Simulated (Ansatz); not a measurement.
Input file:

```
crystal:
  periodic: [false, false, false]
  atoms:
    - {symbol: O, position_ang: [-1.530769, -0.581629, -0.508676]}
    - {symbol: B, position_ang: [-0.295197, -0.054064, -0.680610]}
    - {symbol: Ga, position_ang: [0.919435, 0.279928, 1.000197]}
    - {symbol: H, position_ang: [-2.019142, -0.701379, -1.329022]}
    - {symbol: H, position_ang: [0.063863, 0.206682, -1.805854]}
    - {symbol: H, position_ang: [0.925652, 1.650444, 1.783467]}
    - {symbol: H, position_ang: [1.936158, -0.799981, 1.540498]}
basis:
  gaussian: {orbitals: def2-TZVPP}
hamiltonian: {xc: pbe0, dispersion: d4}
output: {orbitals: {seedname: orbitals}}
```

Command:

```sh
ansatz run in.yaml --threads 2 --pin off --events-out ev --progress --plain --max-ram 4352MiB
```

Geometry: PBE0-D4/def2-TZVP.

Theory: Ansatz, RKS PBE0-D4/def2-TZVPP.

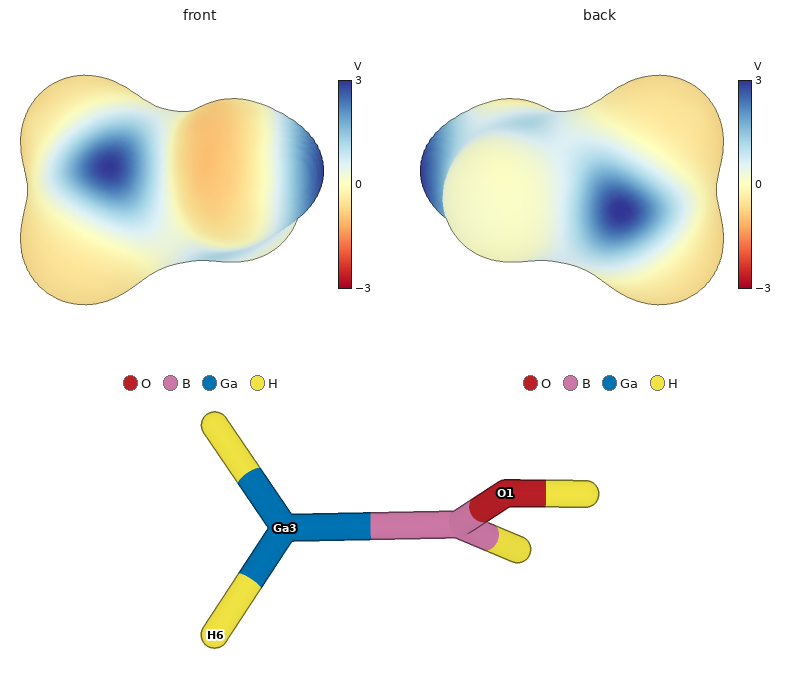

BGaH4O (SMILES O[BH][GaH2]). The electrostatic potential painted on the density surface at 0.002 e/bohr³, seen from the front and from behind; red is negative and blue positive. The bare structure is drawn below in the same view.

Question: Describe the electrostatic potential map.

Answer: The most negative region (about −0.9 V) lies over O1, the most positive (about +2.9 V) over Ga3 and H4.
